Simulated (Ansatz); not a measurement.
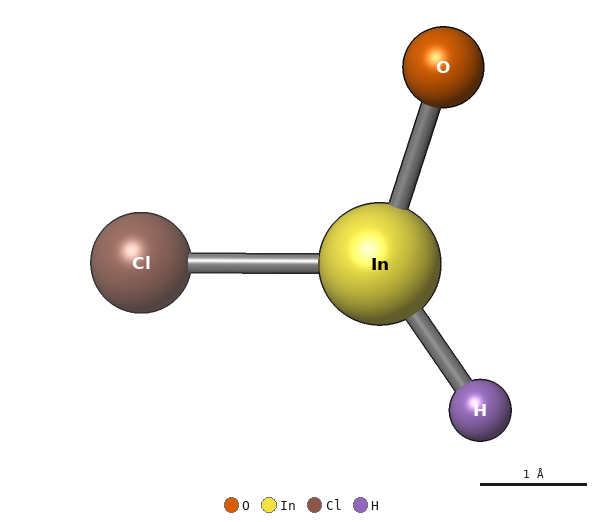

Atoms fade into the background with distance from the viewer. Charge 0, doublet. The geometry was computed by an optimisation with PBE0-D4/def2-TZVP. Masses are those of the most abundant isotopes; constants are for the rigid equilibrium geometry.

> Classify the rotor and give the rotational constants (GHz).

An asymmetric top (Cs): A = 10.9, B = 2.91, C = 2.30 GHz. Ray's parameter κ is −0.86, close to the prolate limit.
